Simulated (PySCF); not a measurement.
Dithienothiophene, C₈H₄S₃, SMILES c1cc2sc3ccsc3c2s1, GFN2-xTB optimised geometry. Atoms within 1.6 Å of the plane z = 0.0 Å (x, y, z in Å): C1 (1.91, 2.55, 0.00), C2 (2.43, 1.30, 0.00), C3 (1.41, 0.32, 0.00), S4 (1.42, -1.42, 0.00), C5 (-0.32, -1.42, 0.00), C6 (-1.30, -2.43, 0.00), C7 (-2.55, -1.91, 0.00), S8 (-2.59, -0.18, 0.00), C9 (-0.86, -0.13, 0.00), C10 (0.13, 0.86, 0.00), S11 (0.18, 2.59, 0.00), H12 (2.44, 3.49, 0.00), H13 (3.48, 1.08, 0.00), H14 (-1.07, -3.49, 0.00), H15 (-3.48, -2.44, 0.00).

Level of theory: PBE0/def2-TZVP run with PySCF. Cells within 0.4 Å of a nucleus heavier than hydrogen are left out (blank, or x).

Map of the log10 of the electron density (e/bohr³), floored at −4 on the plane z = 0.0 Å:

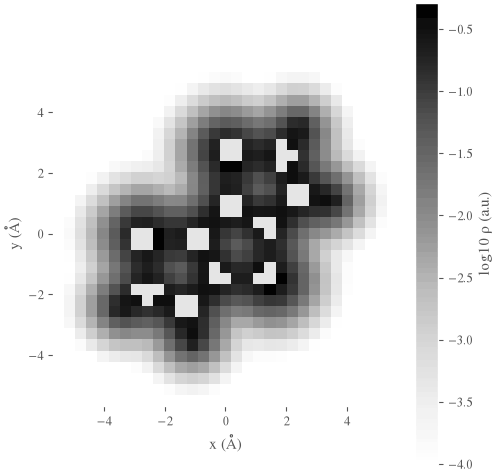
Fig. 1. Log10 of the electron density (e/bohr³), floored at −4 on the plane z = 0.0 Å.
